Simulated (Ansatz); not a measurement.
**Ligand exchange: GeH3F + InH2(SH) → GeH3(SH) + InH2F**

Species: GeH3F (fluorogermane) `[F][GeH3]`, singlet; InH2(SH), singlet; GeH3(SH), singlet; InH2F `[F][InH2]`, singlet. The partners trade F for SH: Ge–F and In–SH bonds give way to Ge–SH and In–F.

Shapes, held fixed at every level: PBE0-D4/def2-TZVP. Programs: Ansatz 0.2.0. The zero-point and thermal change to 298 K, harmonic and unscaled (PBE0-D4/def2-TZVP), is -0.9 kJ/mol.

```json
{"level": "PBE0-D4/def2-TZVPP", "kind": "global hybrid", "ΔH(298 K) (kJ/mol)": "+32.8", "less CCSD(T)/def2-TZVPP": "-4.8"}
{"level": "r2SCAN0-D4/def2-TZVPP", "kind": "global hybrid", "ΔH(298 K) (kJ/mol)": "+35.7", "less CCSD(T)/def2-TZVPP": "-1.9"}
{"level": "wB97M-V/def2-TZVPP", "kind": "range-separated hybrid", "ΔH(298 K) (kJ/mol)": "+34.3", "less CCSD(T)/def2-TZVPP": "-3.3"}
{"level": "wB97X-V/def2-TZVPP", "kind": "range-separated hybrid", "ΔH(298 K) (kJ/mol)": "+32.8", "less CCSD(T)/def2-TZVPP": "-4.8"}
{"level": "MP2/def2-TZVPP", "kind": "perturbation theory", "ΔH(298 K) (kJ/mol)": "+39.4", "less CCSD(T)/def2-TZVPP": "+1.8"}
{"level": "CCSD(T)/def2-SVP", "kind": "coupled cluster or CI", "ΔH(298 K) (kJ/mol)": "+40.6", "less CCSD(T)/def2-TZVPP": "+3.0"}
{"level": "CCSD/def2-SVP", "kind": "coupled cluster or CI", "ΔH(298 K) (kJ/mol)": "+40.4", "less CCSD(T)/def2-TZVPP": "+2.8"}
{"level": "CCSD(T)/def2-TZVPP", "kind": "coupled cluster or CI", "ΔH(298 K) (kJ/mol)": "+37.6", "less CCSD(T)/def2-TZVPP": "0.0"}
```

The highest level, CCSD(T)/def2-TZVPP, gives ΔH(298 K) = +37.6 kJ/mol; the levels span +32.8 to +40.6. The column of differences is taken from that level and isn't an error. No measured value is set beside it here. For atoms past krypton def2 sets carry core potentials with scalar relativity. Relativity is left out for Ge unless named. Correlated rows may include outer-core shells of Ge, In, which these sets cover unevenly.

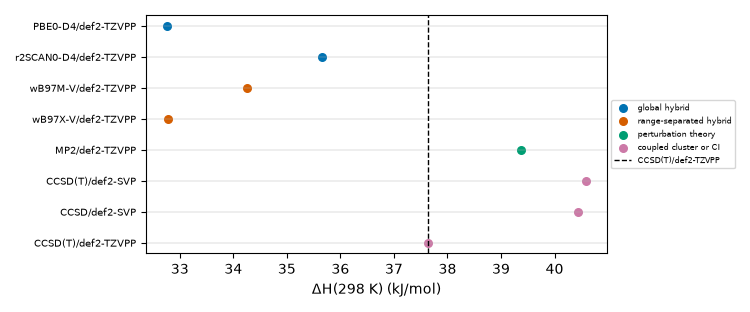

The values of the table, level by level.
